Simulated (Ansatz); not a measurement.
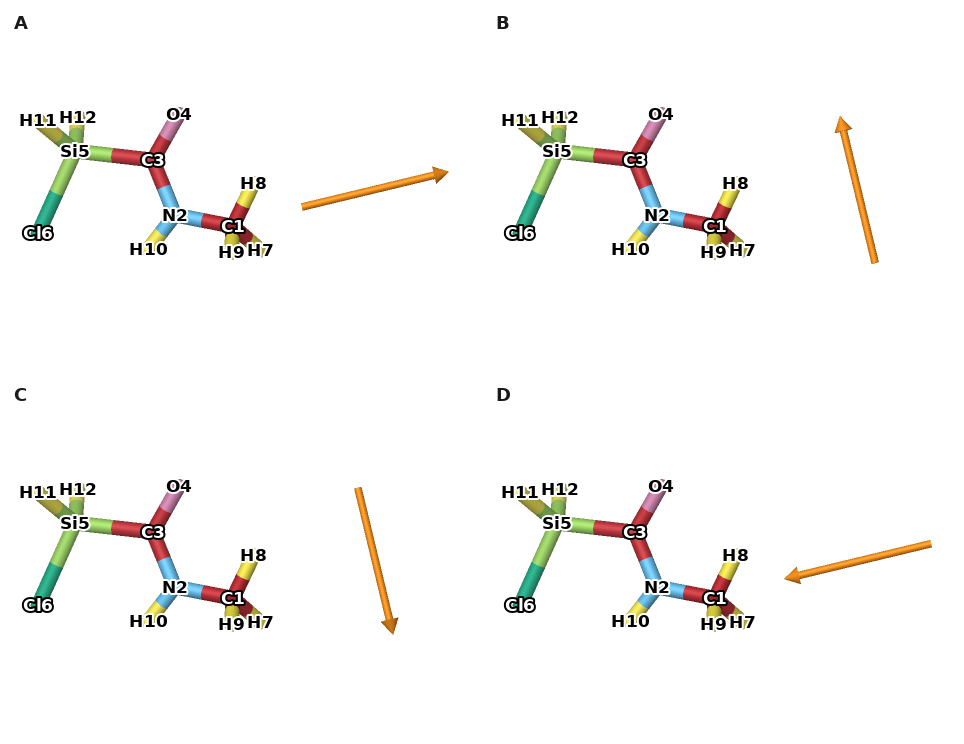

The same molecule four times, each with an arrow. The computed structure is the end point of a PBE-D4/def2-SVP optimisation. No frequency run is at hand to confirm it as a minimum. Properties computed with RKS PBE-D4/def2-SVP (Ansatz 0.2.0).

> Which arrow points along the dipole moment, from the negative to the positive end?

C. The dipole moment is 2.37 D; it points from the side of H11, H12 to the side of H7, H9 (the outermost atoms at the two ends).
